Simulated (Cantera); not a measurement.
Charge: 1 mol CH₃SiCl₃, 0.018 mol C₂H₄, 3.4 mol H₂, 0.021 mol C₃H₈, at 750 Torr.

Cantera equilibrium calculation (NASA polynomials, part measured and part estimated; ideal gas, pure solids and liquids). Candidate condensed phases: C, C₆H₆, C₇H₈, C₈H₁₈, Si, SiC; 109 gas species. The feed counts by its element totals alone. The tables' values for SiCl₃ are old estimates; treat these amounts as uncertain. The numbers say what is thermodynamically allowed, not how fast it happens.

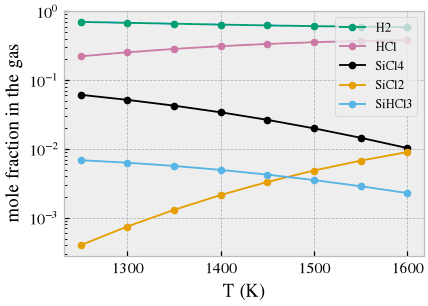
*Equilibrium gas composition (values under 1e-9 drawn at 1e-9)*

From 1250 K to 1600 K the condensed part is C(graphite) + SiC(s). The main Si-bearing gas is SiCl₄ throughout. The share of Si in condensed phases is highest at 1600 K (82.1 %) and lowest at 1250 K (57.2 %).
